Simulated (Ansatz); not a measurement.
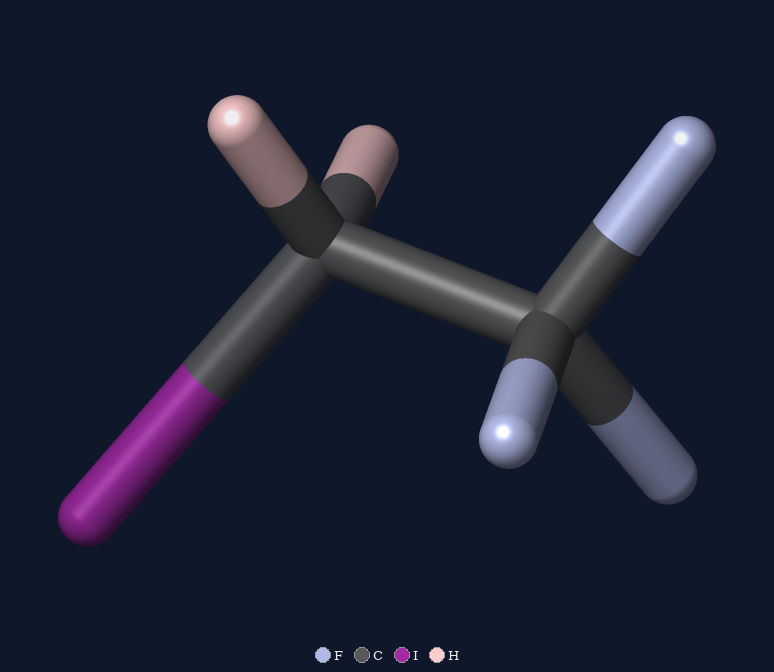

A stick model of a molecule.

Which formula does it have?

C₂H₂F₃I, 8 atoms: 2 carbon, 2 hydrogen, 3 fluorine and 1 iodine.

Name some functional groups or characteristic bonds that it holds.

Among them: C–F bond, C–I bond.

More results for the same structure follow; atom numbers are the same in all pictures, views and colours differ. The computed structure is the end point of a PBE0-D4/def2-TZVP optimisation.

## Geometry

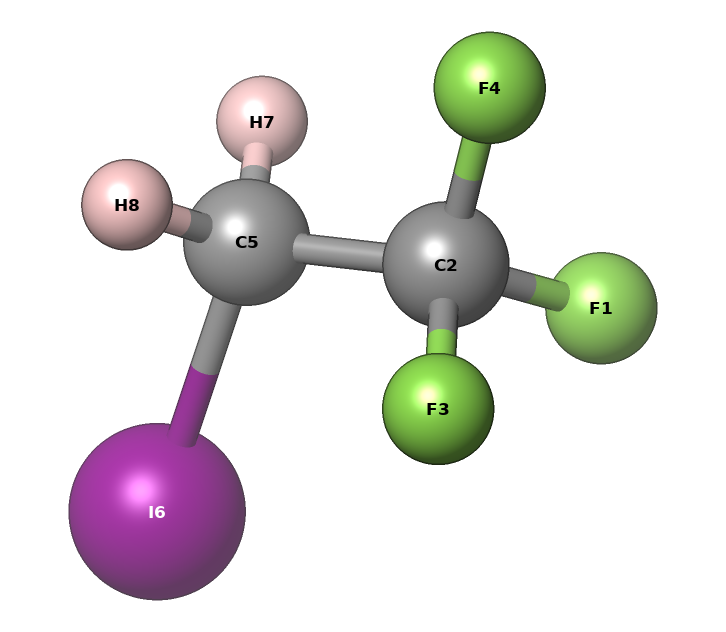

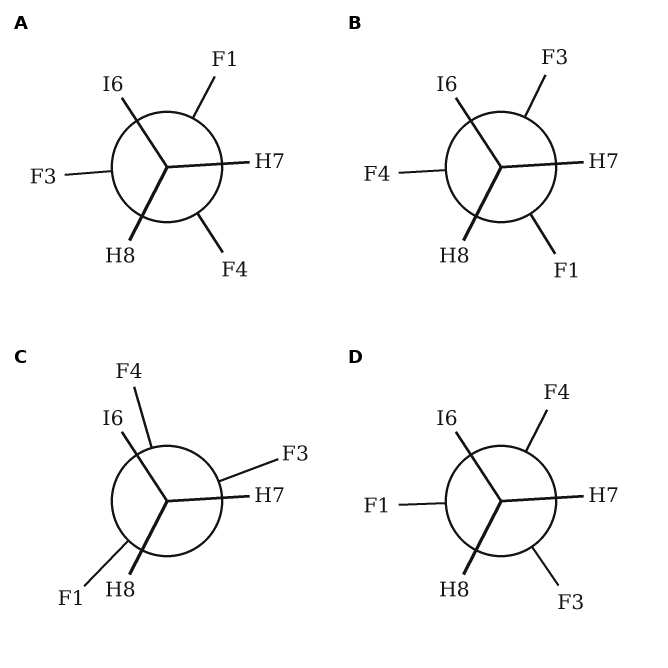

Depth is shown by fading: the farther an atom, the more it takes the colour of the background. Bonds that would overlap in a projection are set slightly apart.

Which Newman projection shows the view along C5–C2, with C5 in front?

A. The torsion angle I6–C5–C2–F1 is 61°, synclinal (gauche).

## Dipole moment

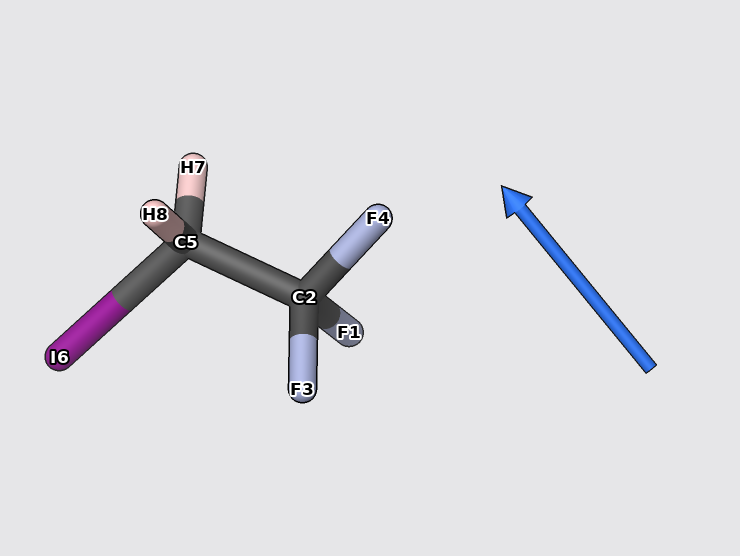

The arrow beside the molecule shows the direction of the dipole moment, from the negative to the positive end (its length means nothing). Level of theory: RKS B3LYP-D4/def2-TZVPP, core potentials on I (Ansatz 0.2.0).

Estimate the dipole moment.

1.78 D; it points from the side of F1, F3 to the side of H7, H8 (the outermost atoms at the two ends).

## Vibrations

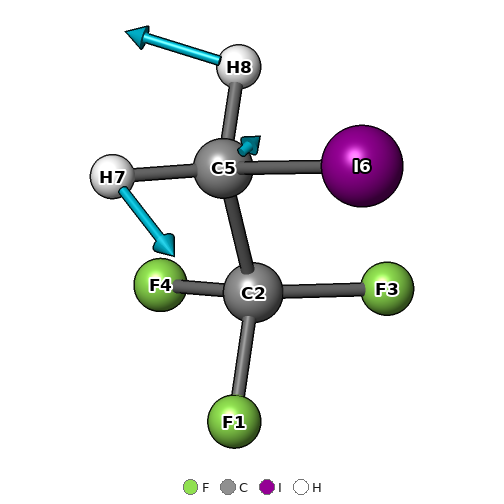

The arrows show one normal mode. Harmonic vibrations computed with RKS PBE0-D4/def2-TZVP, core potentials on I (Ansatz 0.2.0) at a stationary point of the same level.

What kind of motion is it?

Mostly H–C–I bending.

Estimate its harmonic wavenumber.

835 cm⁻¹; it is mode 9 of 18 counted from the lowest.

## Thermal motion

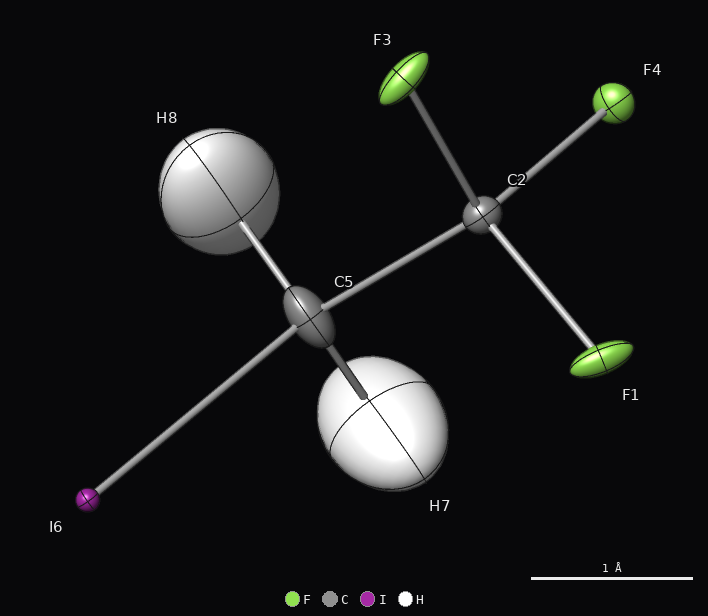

Displacement ellipsoids at the 50 % level, enlarged 2 times, from the internal vibrations of the free molecule (harmonic, no overall translation or rotation; no half-axis is drawn under 0.075 Å). Vibrations computed with RKS PBE0-D4/def2-TZVP, core potentials on I (Ansatz 0.2.0). Temperature: 0 K (zero-point motion alone).

Which atom moves most?

H7, H8, with U_eq = 0.0175 Å².

Does H8 move more along its bond or across it?

Across it: the root-mean-square amplitude is 0.095 Å along the bond and up to 0.170 Å across, since bending and torsion are softer than stretching.

Give the displacement parameters, one line for each set of equivalent atoms.

```csv
atom,U_eq (Å²),rms amplitudes (Å)
"F1, F3",0.0023,"0.031, 0.033, 0.069"
C2,0.0015,"0.036, 0.038, 0.041"
F4,0.0017,"0.034, 0.043, 0.045"
C5,0.0031,"0.041, 0.049, 0.072"
I6,0.00014,"0.005, 0.010, 0.017"
"H7, H8",0.0175,"0.090, 0.124, 0.170"
```
